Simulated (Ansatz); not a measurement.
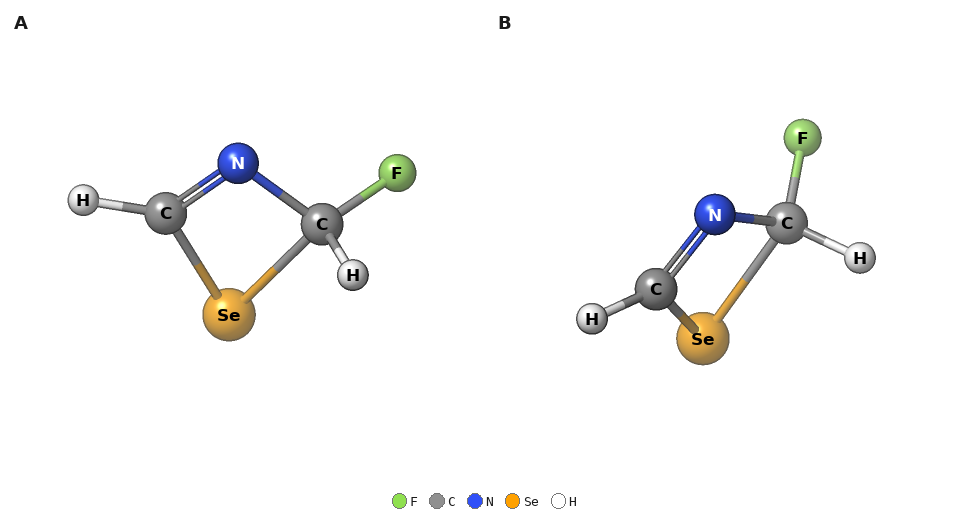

Distant atoms are faded towards the background colour. Computed geometry: PBE-D4/def2-SVP optimisation. No frequency run is at hand to confirm it as a minimum.

Q: Can A be turned into B by a rotation alone?

A: Yes. They are the same structure, C2H2FNSe (F[C@H]1N=C[Se]1), seen from two directions: a rotation takes one into the other. The geometry is chiral (C1), so its mirror image would differ.
